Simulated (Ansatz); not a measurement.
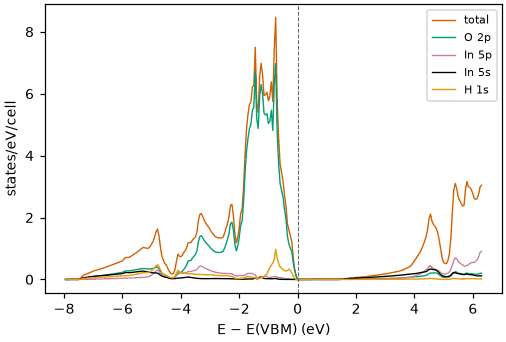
Total and projected density of states of BaInHO₂ in space group P4/mmm (No. 123; Ba on 1d, In on 1a, O on 2f, H on 1b), r²SCAN in the plane-wave PAW code Ansatz

Question: Which orbitals carry the states next to the gap?

Answer: Top 1 eV of the valence band: O 2p 83 %, H 1s 11 %. Bottom 1 eV of the conduction band: In 5s 68 %, O 2s 12 %, O 2p 9 %. Projections are on Löwdin-orthogonalised atomic valence shells; empty p or d shells of many metals are not among them.

Question: Where is the tallest occupied peak in this window, and what makes it?

Answer: Near -0.8 eV, about 8.5 states/eV per cell; the largest projected share is O 2p.

The start of the workflow was typed in or built on a structure type; neither database checked (COD, Materials Project) lists it. Whether it is the stable phase at ambient conditions was not checked. The r²SCAN relaxation kept the symmetry of its start; its stability against distortions is not shown here. Scalar-relativistic: spin–orbit coupling is off unless named, which matters more the heavier the elements.

Potentials: the earlier of the program's two PAW sets. The files were generated under PBE; for other functionals the program regenerates the frozen cores, and for LDA and PBEsol the local potential too.
